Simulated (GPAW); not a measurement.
# KTaO3 (Pm-3m): refractive index against wavelength

The refractive index of KTaO3 (Pm-3m) below the direct gap (2.80 eV on the mesh) is read from one computed spectrum, n = √(Re ε).

It takes space group Pm-3m (No. 221, cubic). Conventional cell: a = 3.988 Å, b = 3.988 Å, c = 3.988 Å, α = 90.00°, β = 90.00°, γ = 90.00°. Ta on site a is surrounded by 6 O at 1.99 Å. K on site b has 12 O at 2.82 Å as nearest neighbours. Around O on site d lie 2 Ta at 1.99 Å.

Method: GPAW 26.7.0, PBE, RPA, k-mesh 8×8×8, local fields up to 70 eV, Lorentzian half width 0.12 eV.

Launch of the response step: `OMP_NUM_THREADS=1 python df.py`. The run took 2.0 min, its band step included, on 1 thread of Arm Neoverse V1 (shared host).

```
wavelength (nm)  photon energy E (eV)       n
           2000                 0.620  2.1834
           1550                 0.800  2.1905
           1310                 0.946  2.1978
           1064                 1.165  2.2115
            850                 1.459  2.2360
            700                 1.771  2.2722
            633                 1.959       ?
```

In the single-oscillator model n² − 1 = E₀E_d/(E₀² − E²), so 1/(n² − 1) = E₀/E_d − E²/(E₀E_d) is linear in E².

Working, on the rows shown:

| x = E² (eV²) | y = 1/(n² − 1) |
| --- | --- |
| 0.384302 | 0.265447 |
| 0.639837 | 0.263276 |
| 0.895757 | 0.261074 |
| 1.35784 | 0.257021 |
| 2.12762 | 0.250019 |
| 3.13716 | 0.240218 |

Means: x̄ = 1.4238, ȳ = 0.25618. Σ(x − x̄)(y − ȳ) = -0.04952, Σ(x − x̄)² = 5.409. Slope = -0.04952 / 5.409 = -0.009155; intercept = ȳ − slope · x̄ = 0.26921. Turned back into n, the line misses the rows shown by at most 0.001.

**Question.** Fill in the last column of the withheld row.

**Answer.** At x = 3.8364 the line gives y = 0.23409, that is 2.2961. The run gave 2.3008, so the extrapolation is off by 0.0047, 4 % of the range in the table.

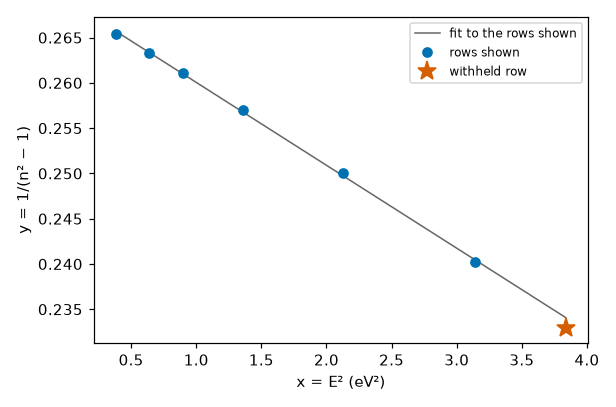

Refitted with all rows, the slope is -0.009391 and the intercept 0.26946. These give E₀ = √(intercept/−slope) = 5.36 eV and E_d = E₀/intercept = 19.9 eV; E₀ is 1.9 times the direct gap. The electronic limit at long wavelengths, without lattice vibrations, is n = √(1 + 1/intercept) = 2.171. Excitons are left out; PBE gaps are as a rule too small. The values come from a sum over the points of one k-mesh and carry its error, which grows as the direct gap shrinks. This version of GPAW has incomplete matrix elements in the optical limit, which can lower ε − 1 by up to a tenth where first-row anions or d states rule. Spin-orbit coupling is left out.

[Logs are printed without paths, hosts, clocks, repeated set-up lines and the standing remarks that a program may print on its own settings, such as how far it seeks lower states.]
